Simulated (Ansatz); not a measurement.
The reference is ZrO2 (space group P2_1/c, No. 14; a = 5.189 Å, b = 5.242 Å, c = 5.379 Å, α = γ = 90.00°, β = 99.67°).

It is then changed as follows: a hydrostatic pressure of 3 GPa.

Computed with DFT with PBE, PAW potentials and a 420 eV plane-wave cutoff in Ansatz (a first-principles code), no SOC, earlier PAW set.

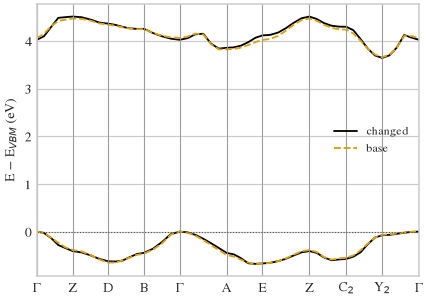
Highest valence and lowest conduction band along the path, each from its own valence-band maximum

Problem. From the figure, how large is the changed gap, and is it direct?

Solution. About 3.6 eV, indirect, Γ → Y₂.

Load acts through the strain it causes; cell and atoms are relaxed under it. Semilocal Kohn–Sham gaps tend to fall short of experiment. No phonon test of stability was made.
